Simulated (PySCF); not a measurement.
System: C5H12OSi.

The calculation's input:

```
{"job": {"kind": "uv", "xc": "B3LYP", "basis": "def2-SVPD", "nstates": 8, "ntriplets": 3}, "charge": 0, "multiplicity": 1}
C     -2.183847    -0.038793    -0.927042
C     -1.101353     0.656209    -0.101595
O     -1.651308     1.297801     1.034647
C      0.003013    -0.306688     0.319849
C      0.996225    -0.719179    -0.786235
C      2.330598    -0.415055    -0.073032
Si     1.418268     0.450246     1.371625
H     -2.643715    -0.839132    -0.347877
H     -1.749526    -0.466508    -1.826364
H     -2.955103     0.673139    -1.211730
H     -0.667919     1.473728    -0.688194
H     -2.066567     0.623633     1.584742
H     -0.462978    -1.185494     0.775859
H      0.872415    -0.094585    -1.670702
H      0.895779    -1.760295    -1.092372
H      2.860377    -1.323022     0.208826
H      3.014707     0.182281    -0.671400
H      1.482225     1.907652     1.379897
H      1.598907    -0.106686     2.713637
```

Launched as:

```sh
OMP_NUM_THREADS=1 python probes_run.py task.json out
```

Geometry: GFN2-xTB.

The calculation used B3LYP/def2-SVPD, SCF density, gas phase (PySCF 2.14.0).

What will maps of the electron density and electron localisation function show?

Answer. C–C (1.54 Å): the density is about 1.6 e/Å³ at the midpoint; the ELF peaks at about 0.95 between the atoms; localised, covalent bonding.
C–Si (1.92 Å): the density is about 0.89 e/Å³ at the midpoint; the ELF peaks at about 0.95 between the atoms (a shared electron pair).

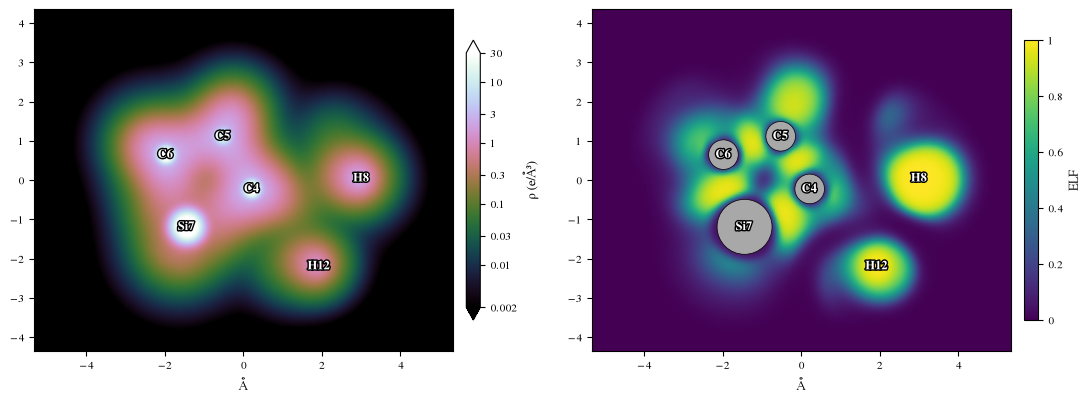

Computed electron density and electron localisation function on the plane of atoms C4, Si7 and C6, in this order. Grey discs cover the atomic cores in the ELF map. 
